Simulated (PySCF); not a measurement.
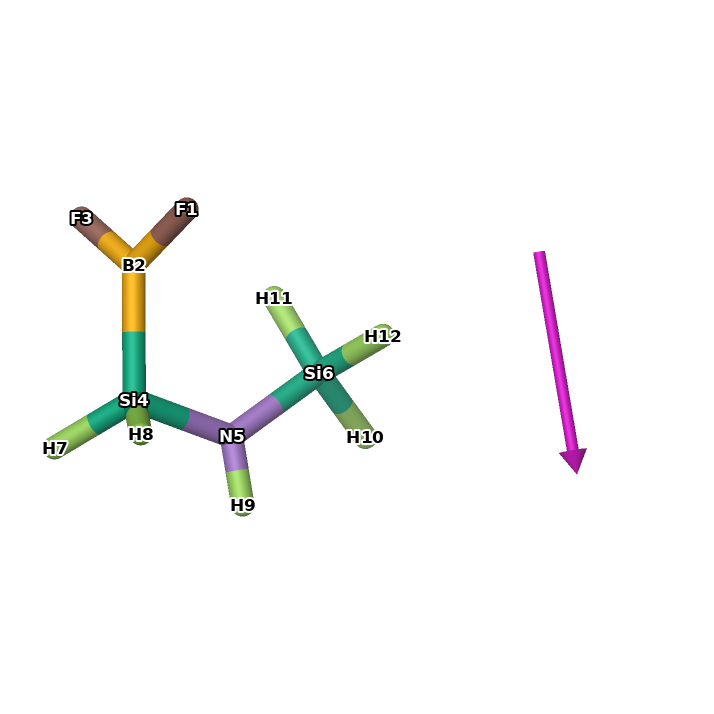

The arrow beside the molecule shows the direction of the dipole moment, from the negative to the positive end (its length means nothing). The computed structure is the end point of a GFN2-xTB optimisation. No frequency run is at hand to confirm it as a minimum. Properties computed with PBE0/def2-SVPD, gas phase (PySCF 2.14.0).

Estimate the dipole moment.

Answer. 1.86 D; it points from the side of F3 to the side of H9 (the outermost atoms at the two ends).

The geometry is semi-empirical. Around B, Si such bond lengths and angles can be off by a tenth of an ångström or more and by several degrees, and values that hang on the shape move with them.
